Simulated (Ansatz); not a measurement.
**MoO3 (molybdenum trioxide) at 4 levels**

We compute a comparison of 4 runs (HF/STO-3G, HF/3-21G, HF/def2-SVP, CAM-B3LYP/def2-SVP) of MoO3 (molybdenum trioxide). 

The results are computed with Ansatz 0.2.0.

3 further runs of the same task are left out: 2 for a known fault of the program, 1 set aside as unsound or not needed.

**1. The structure to begin with**

The species is MoO3 (4 atoms), meant as a singlet with charge 0. SMILES: `[O]=[Mo](=[O])=[O]`. The shape is that of a PBE0-D4/def2-TZVP optimisation.

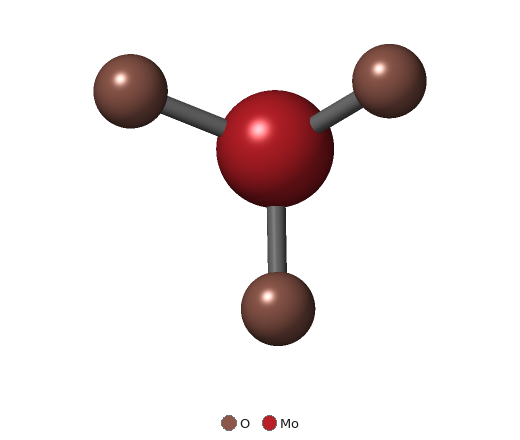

The structure, seen from a chosen angle (oxygen brown, molybdenum red).

**2. Energy and gradient at HF/STO-3G (run 1)**

File run.yaml:

```yaml
crystal:
  periodic: [false, false, false]
  atoms:
    - {symbol: O, position_ang: [-0.968000, -0.149800, 1.262500]}
    - {symbol: Mo, position_ang: [-0.138100, -0.336500, -0.200300]}
    - {symbol: O, position_ang: [1.507000, -0.607600, 0.088800]}
    - {symbol: O, position_ang: [-0.345200, 1.033600, -1.171400]}
basis:
  gaussian:
    orbitals: STO-3G
output: {forces: true, orbitals: {seedname: orbitals}}
accuracy: high
hamiltonian:
  xc: hf
```

Launch:

```
$ ansatz run run.yaml --threads 1 --pin off --max-ram 2610MiB --events-out events.jsonl --progress --plain --runs-dir runs
```

Output:

```text
Warning: RAYON_NUM_THREADS=1 ignored (pool sized by the plan → 1); use --threads N
Functional definition: HF
  name "HF"
  exchange = exact_x
  correlation = 0
877 factors; integrals over basis functions are off by at most 7.1e-9 eV
mean field evaluation 1: about -113111.6240 eV, gradient 8.0e1 eV
mean field evaluation 2: about -113111.7146 eV, gradient 8.0e1 eV
mean field evaluation 4: about -113130.4793 eV, gradient 1.4e1 eV
mean field evaluation 8: about -113131.1752 eV, gradient 4.2e-1 eV
mean field evaluation 16: about -113131.1674 eV, gradient 1.6e-8 eV
mean field evaluation 32: about -113124.7100 eV, gradient 3.3e0 eV
mean field evaluation 64: about -113119.4361 eV, gradient 5.1e0 eV
mean field evaluation 96: about -113120.9552 eV, gradient 1.1e1 eV
mean field -113131.16736975 eV, -4157.4937177788 hartree, gradient 6.4e-8 eV, S^2 0.000000; 0 other end points of the search recorded, 0 dependent functions left out
the calculation of the forces begins
reference -113131.16736975 eV, -4157.4937177788 hartree; 33, 33 occupied and 9, 9 virtual orbitals, 877 factors
Total energy: -113131.16736975 eV, -4157.4937177788 hartree
Atom 0 at    -0.968000    -0.149800     1.262500 Å, force     1.803448    -0.583338    -3.409990 eV/Å
Atom 1 at    -0.138100    -0.336500    -0.200300 Å, force     1.605975     3.389861     2.062867 eV/Å
Atom 2 at     1.507000    -0.607600     0.088800 Å, force    -3.802015     0.453503    -0.752233 eV/Å
Atom 3 at    -0.345200     1.033600    -1.171400 Å, force     0.392592    -3.260026     2.099355 eV/Å
Dipole moment:    -0.369550    -0.781271    -0.474511 e Å
```

Wall time 2.4 s (1 thread of Arm Neoverse V1, shared host).

**3. Energy and gradient at HF/3-21G (run 2)**

run.yaml, as its differences from that of step 2:

```diff
@@ -8,7 +8,7 @@
 basis:
-  gaussian:
-    orbitals: STO-3G
+  gaussian: {orbitals: 3-21G-spherical.json}
+hamiltonian: {xc: hf}
 output: {forces: true, orbitals: {seedname: orbitals}}
+total_charge: 0
 accuracy: high
-hamiltonian:
-  xc: hf
+magnetization: {spin_polarized: false, initial_magnetization: 0}
```

The basis set 3-21G is read from a file made from the Basis Set Exchange's data (not shown).

Launch:

```
$ ansatz run run.yaml --threads 1 --pin off --max-ram 2610MiB --events-out events.jsonl --progress --plain --runs-dir runs
```

Output:

```text
Warning: RAYON_NUM_THREADS=1 ignored (pool sized by the plan → 1); use --threads N
[... 4 set-up lines as earlier in the session ...]
1345 factors; integrals over basis functions are off by at most 8.1e-9 eV
mean field evaluation 1: about -113722.2493 eV, gradient 8.4e1 eV
mean field evaluation 2: about -113722.4512 eV, gradient 8.4e1 eV
mean field evaluation 4: about -113737.9887 eV, gradient 8.4e0 eV
mean field evaluation 8: about -113738.1672 eV, gradient 1.0e0 eV
mean field evaluation 16: about -113738.1911 eV, gradient 6.6e-5 eV
mean field evaluation 32: about -113723.8832 eV, gradient 4.0e1 eV
mean field evaluation 64: about -113728.5786 eV, gradient 4.3e0 eV
mean field -113738.19106501 eV, -4179.8014271244 hartree, gradient 3.3e-8 eV, S^2 0.000000; 0 other end points of the search recorded, 0 dependent functions left out
the calculation of the forces begins
reference -113738.19106501 eV, -4179.8014271244 hartree; 33, 33 occupied and 30, 30 virtual orbitals, 1345 factors
Total energy: -113738.19106501 eV, -4179.8014271244 hartree
Atom 0 at    -0.968000    -0.149800     1.262500 Å, force    -0.330567    -0.195187     0.231823 eV/Å
Atom 1 at    -0.138100    -0.336500    -0.200300 Å, force     0.189176     0.393255     0.243845 eV/Å
Atom 2 at     1.507000    -0.607600     0.088800 Å, force     0.310929    -0.313843    -0.072965 eV/Å
Atom 3 at    -0.345200     1.033600    -1.171400 Å, force    -0.169538     0.115775    -0.402703 eV/Å
Dipole moment:    -0.419077    -0.885962    -0.538106 e Å
```

It took 3.3 s on 1 thread of Arm Neoverse V1, shared host.

Run 3 isn't shown in full; the table further down has it.

**4. Energy and forces at CAM-B3LYP/def2-SVP (core potential) (run 4)**

File input.yaml:

```yaml
crystal:
  periodic: [false, false, false]
  atoms:
    - {symbol: O, position_ang: [-0.968000, -0.149800, 1.262500]}
    - {symbol: Mo, position_ang: [-0.138100, -0.336500, -0.200300]}
    - {symbol: O, position_ang: [1.507000, -0.607600, 0.088800]}
    - {symbol: O, position_ang: [-0.345200, 1.033600, -1.171400]}
basis:
  gaussian:
    orbitals: def2-SVP
hamiltonian:
  xc: {name: CAM-B3LYP}
accuracy: high
output:
  forces: true
  orbitals: {seedname: orbitals}
```

Launch:

```
$ ansatz run input.yaml --threads 1 --pin off --max-ram 2610MiB --events-out events.jsonl --progress --plain --runs-dir runs
```

Output:

```text
Warning: RAYON_NUM_THREADS=1 ignored (pool sized by the plan → 1); use --threads N
Functional definition: CAM-B3LYP
  name "CAM-B3LYP"
  parameter alpha = 0.19
  parameter beta = 0.46
  parameter omega = 0.33/bohr
  parameter ac = 0.81
  exchange = (1 - alpha - beta)*b88_x + beta*b88_x_sr(omega) + alpha*exact_x + beta*exact_x_lr(omega)
  correlation = (1 - ac)*vwn5_c + ac*lyp_c
1552 factors; integrals over basis functions are off by at most 3.0e-9 eV
338 factors; integrals over basis functions are off by at most 1.6e-9 eV
mean field evaluation 1: about -7967.1679 eV, gradient 1.1e2 eV
mean field evaluation 2: about -7771.9263 eV, gradient 3.1e2 eV
mean field evaluation 4: about -7989.4351 eV, gradient 5.9e0 eV
mean field evaluation 8: about -7989.6169 eV, gradient 9.8e-1 eV
mean field evaluation 16: about -7989.6190 eV, gradient 3.6e-4 eV
mean field -7989.61900392 eV, -293.6130828358 hartree, gradient 2.1e-8 eV, S^2 0.000000; 0 other end points of the search recorded, 0 dependent functions left out
the calculation of the forces begins
reference -7989.61902056 eV, -293.6130834474 hartree; 19, 19 occupied and 54, 54 virtual orbitals, 1552 factors
Total energy: -7989.61902056 eV, -293.6130834474 hartree
Atom 0 at    -0.968000    -0.149800     1.262500 Å, force     0.036521    -0.067736    -0.141853 eV/Å
Atom 1 at    -0.138100    -0.336500    -0.200300 Å, force     0.122915     0.254088     0.158632 eV/Å
Atom 2 at     1.507000    -0.607600     0.088800 Å, force    -0.148975    -0.033439    -0.054360 eV/Å
Atom 3 at    -0.345200     1.033600    -1.171400 Å, force    -0.010461    -0.152913     0.037581 eV/Å
Dipole moment:    -0.396351    -0.837884    -0.508930 e Å
```

Run time: 9.3 s. Hardware: 1 thread of Arm Neoverse V1, shared host.

**5. Overview of the runs**

```tsv
run	level	core potential	energy (Eh)	dipole moment (D)	HOMO energy (eV)	LUMO energy (eV)	wall time
1	HF/STO-3G	none	-4157.493718	4.74	-7.59	2.97	2.4 s
2	HF/3-21G	none	-4179.801427	5.37	-12.21	-1.72	3.3 s
3	HF/def2-SVP (core potential)	def2-SVP	-291.855896	5.88	-13.13	-2.15	3.6 s
4	CAM-B3LYP/def2-SVP (core potential)	def2-SVP	-293.613083	5.08	-10.41	-3.86	9.3 s
```

**6. Results**

| quantity | value |
| --- | --- |
| run 4: total energy | -293.61308 Eh |
| run 4: dipole moment | 5.08 D |
| run 4: HOMO energy | -10.41 eV |
| run 4: LUMO energy | -3.86 eV |
| run 4: HOMO–LUMO gap | 6.55 eV |
| run 4: largest force on an atom | 0.324 eV/Å |

The dipole moment (its size) runs from 4.74 D (HF/STO-3G) to 5.88 D (HF/def2-SVP). The two ends differ in basis and core potential. The HOMO–LUMO gap runs from 6.55 eV (CAM-B3LYP/def2-SVP) to 10.98 eV (HF/def2-SVP). Exact exchange widens orbital gaps. Some runs of one species differ in core potentials or relativity; totals across that change don't compare. In run 1 the basis is minimal, so the values are rough. In runs 1, 2 relativity is left out where basis or elements ask for it. All runs together took 19 s, the longest 9.3 s.
